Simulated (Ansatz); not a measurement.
# CdBrCl, from a guessed structure to a relaxed one

This structure for CdBrCl is made up. Its elements were placed in a known structure type with a cell scaled to their sizes. What cell does the guess relax to, and how far off was it?

Calculated with Ansatz 0.2.0; DFT, PBE, plane-wave PAW, files of the set soft_1, scalar-relativistic, no spin, cell and ions relaxed at zero pressure; PAW set soft_1.

**1. The starting structure**

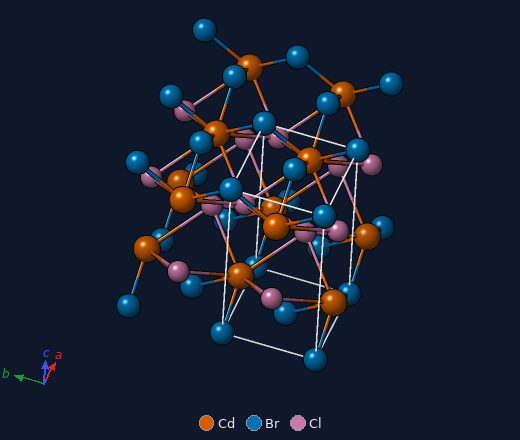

The cell as given, from a free direction (cadmium orange, bromine blue, chlorine pink). 2×2×1 cells are drawn. Some periodic images of atoms are drawn too.

**2. Relaxation of the guess**

The guess takes its coordinates from another compound and its volume from a rule, so the cell and any free coordinates are relaxed together.

The input, input.yaml:

```yaml
crystal:
  lattice:
    - [4.181, 0.0, 0.0]
    - [0.0, 4.181, 0.0]
    - [0.0, 0.0, 8.691]
  atoms:
    - { symbol: Cd, position: [0.0, 0.5, 0.8326] }
    - { symbol: Cd, position: [0.5, 0.0, 0.1674] }
    - { symbol: Br, position: [0.5, 0.5, 0.0] }
    - { symbol: Br, position: [0.0, 0.0, 0.0] }
    - { symbol: Cl, position: [0.0, 0.5, 0.3335] }
    - { symbol: Cl, position: [0.5, 0.0, 0.6665] }
kpoints:
  mp_grid: { grid: [7, 7, 3] }
scf:
  occupations: { method: fermi_dirac, width: 0.05 }
hamiltonian:
  xc: pbe
  pseudopotentials: { kind: paw, azcp: { folder: soft_1 } }
relax:
  f_tol: 0.015
  max_steps: 70
  cell: {}
output:
  forces: true
  stress: true
```

Launch:

```console
$ ansatz run input.yaml --threads 4 --pin off --max-ram 10240MiB --backend cpu --events-out ev --progress --plain --runs-dir out
```

Numbers of over 12 decimals in the logs are rounded to 6 here.

Output:

```text
Engine: ansatz 0.2.0, aarch64-unknown-linux-gnu
Pseudopotentials: kind: paw
Pseudopotential: Cd, paw, valence charge 20, recommended cutoff 420 eV (normal), soft_1/Cd.paw.azcp
Pseudopotential: Br, paw, valence charge 7, recommended cutoff 420 eV (normal), soft_1/Br.paw.azcp
Pseudopotential: Cl, paw, valence charge 7, recommended cutoff 420 eV (normal), soft_1/Cl.paw.azcp
Functional definition: PBE
  parameter kappa = 0.804
  parameter beta = 0.066725
  exchange = pbe_x(kappa = kappa, mu = beta*pi^2/3)
  correlation = pbe_c(beta = beta)
Crystal: 6 atoms, lattice volume = 151.925 Å³
Basis set: ecut = 420 eV, 2957 PW (Γ), exchange–correlation on 60×60×120 points (8 copies of the dense FFT grid, shifted against one another)
Bands: 41, of which v1, the nominal top of the filled ones, is band 34 counted from 1 (33 counted from 0)
Symmetry: 16 space group operations
Space group: P4/nmm (ITA 129), of the structure as read, at distance tolerance 5.3e-5 Å
k-points: 20 of 147
Non-local potential: Cd, projectors of the file, l = 0: 3, l = 1: 2, l = 2: 2, l = 3: 1
Non-local potential: Br, projectors of the file, l = 0: 2, l = 1: 2, l = 2: 2
Non-local potential: Cl, projectors of the file, l = 0: 2, l = 1: 2, l = 2: 1
PAW form: soft (Blöchl's): semilocal exchange-correlation on the pseudo side does not see the compensation charge
PAW one-centre angular grid: Cd, 590 points (default); XC on 64 Gauss nodes
PAW one-centre angular grid: Br, 110 points (default); XC on 64 Gauss nodes
PAW one-centre angular grid: Cl, 110 points (default); XC on 64 Gauss nodes
Initial density: superposition of atomic densities (chi_scale 0.1, normalization cell, long waves kept (reshape's long-wave potential 0.58 eV rms))
Initial wavefunctions: pseudopotential atomic-orbital guess
Functional: x = pbe(κ = 0.804, μ = 0.219515), c = pbe(β = 0.066725)
SCF iter   1: F=—  HF=-24236.382022 eV  |F-HF|=—  |Δ(HF+E_count)|=         —  Δρ=6.10e-2  dr2=6.44e0  ethr=3.10e-3  ⟨swp⟩=7.5  Hψ=3518  notcnv=0  defer=1
preconditioner: auto → Resta (q_TF=auto, 2.386 Å⁻¹)  ε∞=3.9  [insulator: Δε(μ)=0.399 eV  Ē_g=12.677 eV  σ=0.050 eV  W_gap=0.89  n_scr=38 (ndim 8)  ℏωp=21.7 eV  f_vac=0.138  D(μ)=0.06/eV (n_scr^D=0)  ε∞_Penn≈3.9]
SCF iter   2: F=—  HF=-24234.320808 eV  |F-HF|=—  |Δ(HF+E_count)|=    2.06e0  Δρ=1.68e-2  dr2=3.68e-1  ethr=3.10e-3  ⟨swp⟩=3.0  Hψ=1875  notcnv=0  defer=32
SCF iter   3: F=—  HF=-24234.238256 eV  |F-HF|=—  |Δ(HF+E_count)|=   8.26e-2  Δρ=7.78e-3  dr2=6.69e-2  ethr=5.41e-4  ⟨swp⟩=3.0  Hψ=1504  notcnv=0  defer=33
SCF iter   4: F=—  HF=-24234.238779 eV  |F-HF|=—  |Δ(HF+E_count)|=   5.23e-4  Δρ=1.18e-3  dr2=3.77e-3  ethr=9.84e-5  ⟨swp⟩=2.1  Hψ=1355  notcnv=0  defer=33
SCF iter   5: F=—  HF=-24234.239716 eV  |F-HF|=—  |Δ(HF+E_count)|=   9.37e-4  Δρ=5.54e-4  dr2=4.91e-4  ethr=5.55e-6  ⟨swp⟩=2.0  Hψ=1317  notcnv=0  defer=33
SCF iter   6: F=—  HF=-24234.240192 eV  |F-HF|=—  |Δ(HF+E_count)|=   4.77e-4  Δρ=1.27e-4  dr2=3.17e-5  ethr=7.23e-7  ⟨swp⟩=2.0  Hψ=1213  notcnv=0  defer=33
SCF iter   7: F=—  HF=-24234.240360 eV  |F-HF|=—  |Δ(HF+E_count)|=   1.68e-4  Δρ=2.73e-5  dr2=1.52e-6  ethr=4.66e-8  ⟨swp⟩=2.0  Hψ=1277  notcnv=0  defer=33
SCF iter   8: F=—  HF=-24234.240364 eV  |F-HF|=—  |Δ(HF+E_count)|=   3.88e-6  Δρ=6.80e-6  dr2=1.02e-7  ethr=2.24e-9  ⟨swp⟩=2.0  Hψ=1271  notcnv=0  defer=33
SCF iter   9: F=-24234.240364 eV  HF=-24234.240364 eV  |F-HF|=1.89e-9  |Δ(HF+E_count)|=   2.49e-7  Δρ=1.47e-6  dr2=3.22e-9  ethr=1.47e-10  ⟨swp⟩=5.0  Hψ=2864  notcnv=0
SCF 1 converged in 9 iterations: F = -24234.240364 eV  dr2 = 3.22e-9
  greatest PAW one-centre occupation: 1.000 electrons in one spin orbital (limit 2), on the Cd atom at site 1 (counted from 0), in its partial waves of l = 0
relax step   1: F+E_penalty+E_count = -24234.24036414 eV  Δ(F+E_penalty+E_count) = +0.000e0 eV  max|allowed force component| = 3.737e0 eV/Å  Δτ_max = 0.0000 Å  P = +15.352 GPa  Ω = 151.925 Å³  (9 SCF iters, dr2 threshold 1.00e-7 eV, accepted)
Crystal: 6 atoms, lattice volume = 167.070 Å³
Basis set: ecut = 420 eV, 3301 PW (Γ), exchange–correlation on 60×60×120 points (8 copies of the dense FFT grid, shifted against one another)
Initial density: handed on by an earlier stage of this run
Initial wavefunctions: those handed on with the density
iter 1 solved again at ethr=1.16e-3 eV; its pass at ethr=3.10e-3 eV (dr2=7.89e-1 eV) is discarded
SCF iter   1: F=—  HF=-24236.414757 eV  |F-HF|=—  |Δ(HF+E_count)|=         —  Δρ=2.18e-2  dr2=7.94e-1  ethr=1.16e-3  ⟨swp⟩=1.6  Hψ=4498  notcnv=0
preconditioner: auto → LDOS  [insulator: Δε(μ)=0.219 eV  Ē_g=11.283 eV  σ=0.050 eV  W_gap=0.52  n_scr=38 (ndim 8)  ℏωp=20.7 eV  f_vac=0.138  D(μ)=1.16/eV (n_scr^D=2)  ε∞_Penn≈4.4  β→1.0]
SCF iter   2: F=—  HF=-24236.411570 eV  |F-HF|=—  |Δ(HF+E_count)|=   3.19e-3  Δρ=1.57e-2  dr2=6.16e-1  ethr=1.16e-3  ⟨swp⟩=3.9  Hψ=1772  notcnv=0
preconditioner: auto → Resta (q_TF=auto, 2.349 Å⁻¹)  ε∞=4.3  [insulator: Δε(μ)=0.421 eV  Ē_g=11.330 eV  σ=0.050 eV  W_gap=0.92  n_scr=38 (ndim 8)  ℏωp=20.7 eV  f_vac=0.146  D(μ)=0.25/eV (n_scr^D=0)  ε∞_Penn≈4.3  β→0.5]
SCF iter   3: F=—  HF=-24236.185150 eV  |F-HF|=—  |Δ(HF+E_count)|=   2.26e-1  Δρ=3.31e-3  dr2=1.20e-2  ethr=9.06e-4  ⟨swp⟩=3.0  Hψ=1637  notcnv=0  defer=28
SCF iter   4: F=—  HF=-24236.185040 eV  |F-HF|=—  |Δ(HF+E_count)|=   1.10e-4  Δρ=1.03e-3  dr2=1.32e-3  ethr=1.76e-5  ⟨swp⟩=2.8  Hψ=1312  notcnv=0  defer=28
SCF iter   5: F=—  HF=-24236.185276 eV  |F-HF|=—  |Δ(HF+E_count)|=   2.36e-4  Δρ=2.27e-4  dr2=8.10e-5  ethr=1.94e-6  ⟨swp⟩=2.0  Hψ=1312  notcnv=0  defer=28
SCF iter   6: F=—  HF=-24236.185366 eV  |F-HF|=—  |Δ(HF+E_count)|=   9.03e-5  Δρ=8.02e-5  dr2=1.57e-5  ethr=1.19e-7  ⟨swp⟩=2.0  Hψ=1292  notcnv=0  defer=28
SCF iter   7: F=—  HF=-24236.185376 eV  |F-HF|=—  |Δ(HF+E_count)|=   9.44e-6  Δρ=2.33e-5  dr2=1.43e-6  ethr=2.31e-8  ⟨swp⟩=2.0  Hψ=1262  notcnv=0  defer=28
SCF iter   8: F=-24236.185377 eV  HF=-24236.185377 eV  |F-HF|=6.68e-8  |Δ(HF+E_count)|=   1.45e-6  Δρ=5.53e-6  dr2=8.47e-8  ethr=8.82e-10  ⟨swp⟩=4.8  Hψ=2785  notcnv=0
SCF 2 converged in 8 iterations: F = -24236.185377 eV  dr2 = 8.47e-8
relax step   2: F+E_penalty+E_count = -24236.18537745 eV  Δ(F+E_penalty+E_count) = -1.945e0 eV  max|allowed force component| = 9.565e-1 eV/Å  Δτ_max = 0.1951 Å  P = +4.184 GPa  Ω = 167.070 Å³  energy of the carried Pulay correction = -2.109e-3 eV  (8 SCF iters, dr2 threshold 6.00e-7 eV, accepted)
Crystal: 6 atoms, lattice volume = 172.095 Å³
Basis set: ecut = 420 eV, 3349 PW (Γ), exchange–correlation on 60×60×120 points (8 copies of the dense FFT grid, shifted against one another)
[...]
relax step   5: F+E_penalty+E_count = -24237.19508152 eV  Δ(F+E_penalty+E_count) = -4.135e-1 eV  max|allowed force component| = 7.119e-1 eV/Å  Δτ_max = 0.1011 Å  P = -1.051 GPa  Ω = 166.839 Å³  energy of the carried Pulay correction = -2.079e-3 eV  (7 SCF iters, dr2 threshold 6.00e-7 eV, accepted)
relax step   6: F+E_penalty+E_count = -24237.90196789 eV  Δ(F+E_penalty+E_count) = -7.069e-1 eV  max|allowed force component| = 1.161e0 eV/Å  Δτ_max = 0.1271 Å  P = -1.131 GPa  Ω = 160.623 Å³  energy of the carried Pulay correction = -1.252e-3 eV  (7 SCF iters, dr2 threshold 6.00e-7 eV, accepted)
relax step   7: F+E_penalty+E_count = -24238.77651631 eV  Δ(F+E_penalty+E_count) = -8.745e-1 eV  max|allowed force component| = 9.504e-1 eV/Å  Δτ_max = 0.1691 Å  P = +0.389 GPa  Ω = 154.018 Å³  energy of the carried Pulay correction = -3.119e-4 eV  (7 SCF iters, dr2 threshold 6.00e-7 eV, accepted)
relax step   8: F+E_penalty+E_count = -24239.10216319 eV  Δ(F+E_penalty+E_count) = -3.256e-1 eV  max|allowed force component| = 7.014e-1 eV/Å  Δτ_max = 0.0972 Å  P = -0.751 GPa  Ω = 160.830 Å³  energy of the carried Pulay correction = -1.280e-3 eV  (7 SCF iters, dr2 threshold 6.00e-7 eV, accepted)
relax step   9: F+E_penalty+E_count = -24238.78700604 eV  Δ(F+E_penalty+E_count) = +3.152e-1 eV  max|allowed force component| = 2.589e0 eV/Å  Δτ_max = 0.1948 Å  P = +4.397 GPa  Ω = 156.057 Å³  energy of the carried Pulay correction = -6.090e-4 eV  (7 SCF iters, dr2 threshold 6.00e-7 eV, rejected (line search))
relax step  10: F+E_penalty+E_count = -24239.19070987 eV  Δ(F+E_penalty+E_count) = -8.855e-2 eV  max|allowed force component| = 2.551e-1 eV/Å  Δτ_max = 0.0974 Å  P = -0.192 GPa  Ω = 161.566 Å³  energy of the carried Pulay correction = -1.381e-3 eV  (11 SCF iters, accepted)
relax step  11: F+E_penalty+E_count = -24239.20334496 eV  Δ(F+E_penalty+E_count) = -1.264e-2 eV  max|allowed force component| = 2.256e-2 eV/Å  Δτ_max = 0.0740 Å  P = +0.018 GPa  Ω = 162.774 Å³  energy of the carried Pulay correction = -1.544e-3 eV  (6 SCF iters, dr2 threshold 6.00e-7 eV, accepted)
relax step  12: F+E_penalty+E_count = -24239.20358490 eV  Δ(F+E_penalty+E_count) = -2.399e-4 eV  max|allowed force component| = 1.142e-2 eV/Å  Δτ_max = 0.0104 Å  P = -0.025 GPa  Ω = 163.186 Å³  energy of the carried Pulay correction = -1.599e-3 eV  (5 SCF iters, dr2 threshold 3.18e-8 eV, accepted)
relax step  13: F+E_penalty+E_count = -24239.27448651 eV  Δ(F+E_penalty+E_count) = -7.090e-2 eV  max|allowed force component| = 1.366e-2 eV/Å  Δτ_max = 0.0000 Å  P = +0.736 GPa  Ω = 163.186 Å³  stress off target by 1.11e0 GPa  SCF on the basis re-selected at this cell (its energy is not comparable with the rows above)  (8 SCF iters)
relax step  14: F+E_penalty+E_count = -24239.30228144 eV  Δ(F+E_penalty+E_count) = -2.779e-2 eV  max|allowed force component| = 4.625e-2 eV/Å  Δτ_max = 0.0614 Å  P = -0.092 GPa  Ω = 168.323 Å³  energy of the carried Pulay correction = -5.723e-4 eV  (7 SCF iters, dr2 threshold 6.00e-7 eV, accepted)
relax step  15: F+E_penalty+E_count = -24239.30330855 eV  Δ(F+E_penalty+E_count) = -1.027e-3 eV  max|allowed force component| = 6.798e-3 eV/Å  Δτ_max = 0.0267 Å  P = +0.028 GPa  Ω = 168.443 Å³  energy of the carried Pulay correction = -5.833e-4 eV  (6 SCF iters, dr2 threshold 1.34e-7 eV, accepted)
iter 1 solved again at ethr=1.31e-6 eV; its pass at ethr=3.10e-3 eV (dr2=8.91e-4 eV) is discarded
SCF iter   1: F=—  HF=-24239.303438 eV  |F-HF|=—  |Δ(HF+E_count)|=         —  Δρ=9.18e-5  dr2=9.32e-7  ethr=1.31e-6  ⟨swp⟩=3.0  Hψ=5812  notcnv=0
eigensolver tolerance schedule: the retry pair's looser diagonalisation over-reported the residual by 955.69 of it (diagonalisation noise at 0.68 of the residual, at the tolerance the schedule requests for it); recorded, not acted on — ethr = c·dr2/N_el stays at c = 1.0e-1
preconditioner: auto → Resta (q_TF=auto, 2.345 Å⁻¹)  ε∞=4.2  [insulator: Δε(μ)=1.183 eV  Ē_g=11.501 eV  σ=0.050 eV  W_gap=1.00  n_scr=36 (ndim 8)  ℏωp=20.6 eV  f_vac=0.067  D(μ)=0.00/eV (n_scr^D=0)  ε∞_Penn≈4.2]
SCF iter   2: F=—  HF=-24239.303765 eV  |F-HF|=—  |Δ(HF+E_count)|=   3.27e-4  Δρ=4.64e-5  dr2=2.92e-7  ethr=1.37e-9  ⟨swp⟩=2.5  Hψ=1545  notcnv=0
SCF iter   3: F=—  HF=-24239.303852 eV  |F-HF|=—  |Δ(HF+E_count)|=   8.71e-5  Δρ=7.88e-6  dr2=1.69e-8  ethr=4.30e-10  ⟨swp⟩=2.0  Hψ=1246  notcnv=0
SCF iter   4: F=—  HF=-24239.303854 eV  |F-HF|=—  |Δ(HF+E_count)|=   1.91e-6  Δρ=9.98e-7  dr2=2.43e-9  ethr=2.49e-11  ⟨swp⟩=2.0  Hψ=1446  notcnv=0
SCF iter   5: F=—  HF=-24239.303854 eV  |F-HF|=—  |Δ(HF+E_count)|=   1.27e-8  Δρ=3.72e-7  dr2=4.53e-10  ethr=3.58e-12  ⟨swp⟩=2.0  Hψ=1053  notcnv=0
SCF iter   6: F=—  HF=-24239.303854 eV  |F-HF|=—  |Δ(HF+E_count)|=  2.51e-10  Δρ=1.45e-7  dr2=6.18e-11  ethr=1.00e-12  ⟨swp⟩=2.5  Hψ=1184  notcnv=0
SCF iter   7: F=-24239.303854 eV  HF=-24239.303854 eV  |F-HF|=7.28e-12  |Δ(HF+E_count)|=  6.18e-11  Δρ=3.74e-8  dr2=2.75e-12  ethr=1.00e-12  ⟨swp⟩=5.0  Hψ=2914  notcnv=0
SCF 16 converged in 7 iterations: F = -24239.303854 eV  dr2 = 2.75e-12
relax step  16: F+E_penalty+E_count = -24239.30385391 eV  Δ(F+E_penalty+E_count) = -5.454e-4 eV  max|allowed force component| = 6.978e-3 eV/Å  Δτ_max = 0.0000 Å  P = +0.026 GPa  Ω = 168.443 Å³  stress off target by 3.09e-2 GPa  SCF on the basis re-selected at this cell (its energy is not comparable with the rows above)  (7 SCF iters)
basis re-selected at this cell: Δ(F+E_penalty+E_count) = -5.454e-4 eV, ΔP = -0.002 GPa vs the last step (what re-selecting the basis moved, of the pressure what is left beyond the Pulay correction that the steps carried, after the strain that the cell walked since its last selection, with what the two solves' SCF thresholds leave and, on support functions, any second-order correction that the steps lacked; it is no m [...]
SCF converged after 7 iterations
Free energy (F): -24239.303854 eV
Harris-Foulkes:  -24239.303854 eV  (|F-HF|=7.28e-12)
Internal energy: -24239.303853 eV  (E = F + TS)
E sigma→0 (E₀):  -24239.303854 eV
Entropy (-TS):   -0.000001 eV (-0.000 meV/atom)
Fermi energy:    4.722047 eV
--- Per-component energies (eV) ---
  E_band       = -1171.249878
  E_kinetic    = 1446.094442
  E_local      = -9423.343533  (includes V_loc(G=0)·N_el)
  E_nonlocal   = 408.698979
  E_hartree    = 4185.588846
  E_xc         = -918.884390
  E_vxc        = -838.818892  (∫ρ·V_xc dr)
  E_paw        = -14146.922056  (= ΣΔE_a)
  E_vpaw       = -1135.059464  (= ΣTr[D̂ρ^β])
  E_aug_tail   = 0.000864  (compensation charges beyond the density's cutoff)
  E_ewald      = -5790.537004
  E_smearing   = -0.000001  (= −TS)
  E_closure    = 0.000000  (closes the sum)
  Σ components = -24239.303854   (vs F -24239.303854, Δ=0.00e0)
--- Forces (eV/Å), atoms counted from 1 ---
  atom   1  Cd     0.00000000     0.00000000    -0.00697774
  atom   2  Cd     0.00000000     0.00000000     0.00697774
  atom   3  Br     0.00000000     0.00000000    -0.00000000
  atom   4  Br     0.00000000     0.00000000    -0.00000000
  atom   5  Cl     0.00000000     0.00000000    -0.00088828
  atom   6  Cl     0.00000000     0.00000000     0.00088828
  max |Σ_I F_I| component: 6.86e-17 eV/Å
--- Stress (GPa, compression-positive) ---
        0.030880       0.000000       0.000000
        0.000000       0.030880       0.000000
        0.000000       0.000000       0.016480
  P = ⅓ Tr σ = 0.0261 GPa (0.261 kbar)
--- Relaxed structure (14 steps of the walk, 13 accepted, 2 SCFs on fresh bases) ---
  F+E_penalty+E_count = -24239.30385391 eV   max|allowed force component| = 6.978e-3 eV/Å   (the final SCF, on the basis selected at the relaxed cell)
  cell:  # Å, volume = 168.4425 Å³
    - [5.164006, 0, 0.0]
    - [0, 5.164006, 0.0]
    - [0.0, 0.0, 6.316526]
  atoms:
    - { symbol: Cd, position: [0, 0.500000, 0.792428] }
    - { symbol: Cd, position: [0.500000, 0, 0.207572] }
    - { symbol: Br, position: [0.500000, 0.500000, 0] }
    - { symbol: Br, position: [0, 0, 0] }
    - { symbol: Cl, position: [0, 0.500000, 0.416540] }
    - { symbol: Cl, position: [0.500000, 0, 0.583460] }
```

It took 32 s on 4 threads of Arm Neoverse V1, shared host; peak memory 0.53 GiB; 2 min of CPU time.

Step by step:

| step | energy less that of the first step (eV) | largest force component (eV/Å) | pressure (GPa) | volume (Å³) |
| --- | --- | --- | --- | --- |
| 1 | 0.0000 | 3.7369 | 15.35 | 151.93 |
| 2 | -1.9450 | 0.9565 | 4.18 | 167.07 |
| 3 | -2.2634 | 0.3800 | 1.39 | 172.10 |
| 4 | -2.5413 | 0.3161 | -0.39 | 171.62 |
| 5 | -2.9547 | 0.7119 | -1.05 | 166.84 |
| 6 | -3.6616 | 1.1611 | -1.13 | 160.62 |
| 7 | -4.5362 | 0.9504 | 0.39 | 154.02 |
| 8 | -4.8618 | 0.7014 | -0.75 | 160.83 |
| 9 | -4.5466 | 2.5895 | 4.40 | 156.06 |
| 10 | -4.9503 | 0.2551 | -0.19 | 161.57 |
| 11 | -4.9630 | 0.0226 | 0.02 | 162.77 |
| 12 | -4.9632 | 0.0114 | -0.03 | 163.19 |
| 13* | -5.0341 | 0.0137 | 0.74 | 163.19 |
| 14 | -5.0619 | 0.0462 | -0.09 | 168.32 |
| 15 | -5.0629 | 0.0068 | 0.03 | 168.44 |
| 16* | -5.0635 | 0.0070 | 0.03 | 168.44 |

Relaxation steps marked * repeat the geometry before them on a plane-wave basis chosen anew for their cell, so energy and pressure can jump there. Relaxation step 9 was tried and not accepted.

Forces are held to the 16 operations that the run works with; a distortion that breaks them can't arise in this run.

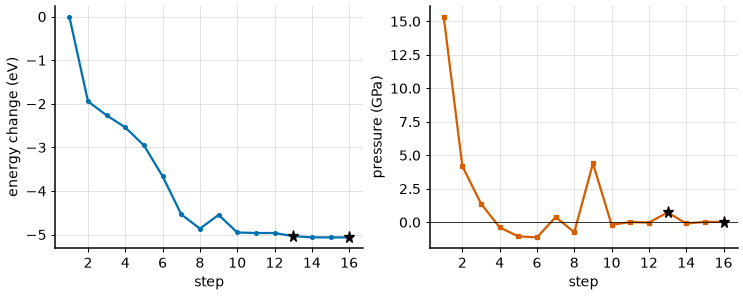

Energy and pressure along the relaxation. Stars mark steps on a basis chosen anew.

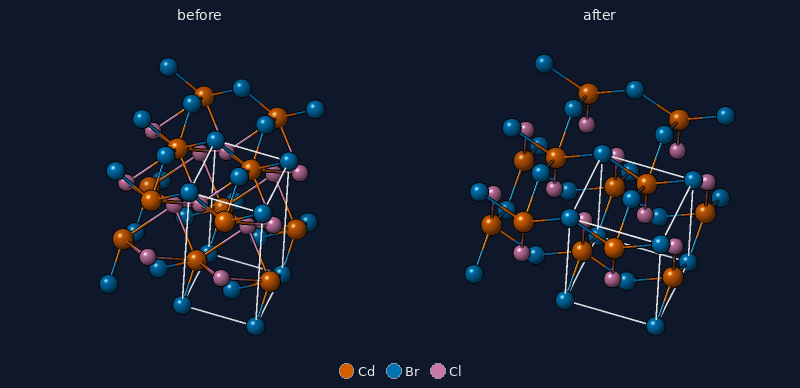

Before and after, at one scale.

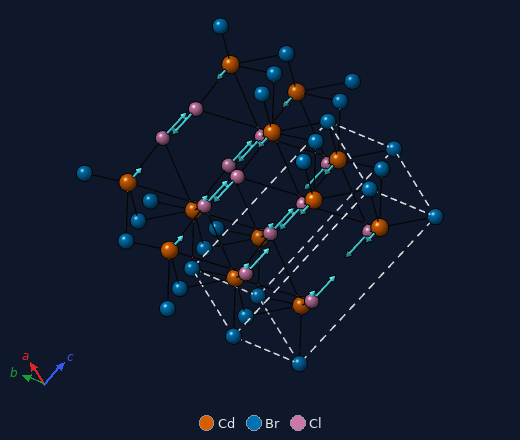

Displacements in the relaxation, exaggerated, measured against the changing cell; the longest in the cell stands for 0.52 Å. 2×2×1 cells are drawn. Some periodic images of atoms are drawn too.

| cell as run | before | after | change |
| --- | --- | --- | --- |
| a (Å) | 4.181 | 5.164 | +23.5 % |
| b (Å) | 4.181 | 5.164 | +23.5 % |
| c (Å) | 8.691 | 6.317 | -27.3 % |
| volume (Å³/atom) | 25.32 | 28.07 | +10.9 % |

The atoms that moved most (Å, as changes of fractional coordinates times the final cell):

| atom | dx | dy | dz | length |
| --- | --- | --- | --- | --- |
| Cl6 | 0.000 | 0.000 | -0.525 | 0.525 |
| Cl5 | 0.000 | 0.000 | 0.525 | 0.525 |
| Cd1 | 0.000 | 0.000 | -0.254 | 0.254 |
| Cd2 | 0.000 | 0.000 | 0.254 | 0.254 |

Final coordinates:

```cif
data_structure
_symmetry_space_group_name_H-M 'P 1'
_symmetry_Int_Tables_number 1
_cell_length_a 5.1640
_cell_length_b 5.1640
_cell_length_c 6.3165
_cell_angle_alpha 90.000
_cell_angle_beta 90.000
_cell_angle_gamma 90.000
_cell_volume 168.44
loop_
_atom_site_label
_atom_site_type_symbol
_atom_site_fract_x
_atom_site_fract_y
_atom_site_fract_z
_atom_site_occupancy
Cd1 Cd 0.00000 0.50000 0.79243 1
Cd2 Cd 0.50000 0.00000 0.20757 1
Br3 Br 0.50000 0.50000 0.00000 1
Br4 Br 0.00000 0.00000 0.00000 1
Cl5 Cl 0.00000 0.50000 0.41654 1
Cl6 Cl 0.50000 0.00000 0.58346 1
```

Numbers from this step:

```
free energy         : -24239.3039 eV
Fermi energy        : 4.722 eV
gap by band count   : 1.183 eV
electrons           : 68
symmetry operations : 16
pressure            : 0.02608 GPa
```

Shortest distances by pair of elements, guess and relaxed (not always the same contact):

| pair | guess (Å) | relaxed (Å) |
| --- | --- | --- |
| Cd–Cl | 3.290 | 2.374 |
| Br–Cd | 2.547 | 2.896 |
| Br–Br | 2.956 | 3.652 |
| Br–Cl | 3.574 | 3.686 |
| Cl–Cl | 4.137 | 3.801 |

The relaxation ends with a largest force component of 0.0070 eV/Å and a pressure of 0.03 GPa.

**3. What came out**

| Property | Result |
| --- | --- |
| space group, relaxed | P4/nmm |
| conventional cell | a = 5.164, b = 5.164, c = 6.317 Å; α = 90.0°, β = 90.0°, γ = 90.0° |
| volume per atom | 28.07 Å³ (guess 25.32) |

**Reading.** CdBrCl relaxes to P4/nmm with a = 5.164, b = 5.164 and c = 6.317 Å. The guessed volume was 10 % too small. The space group P4/nmm was held in the relaxation, so the end point is a stationary structure within it and may be a saddle against distortions or other arrangements. Mesh and cutoff weren't tested. A vector of the cell changed its length by 27 %, so the starting arrangement is largely lost and the mesh was laid for another shape. No dispersion term is used, so weakly bound directions may come out too long. Nothing here tests whether the compound is stable against decomposition.

[Logs are printed without paths, hosts, clocks, repeated set-up lines and the standing remarks that a program may print on its own settings, such as how far it seeks lower states.]

[Hosts, paths, dates, database ids (printed as entryN), source tags and the programs' standing remarks are cut or masked in the printed files.]
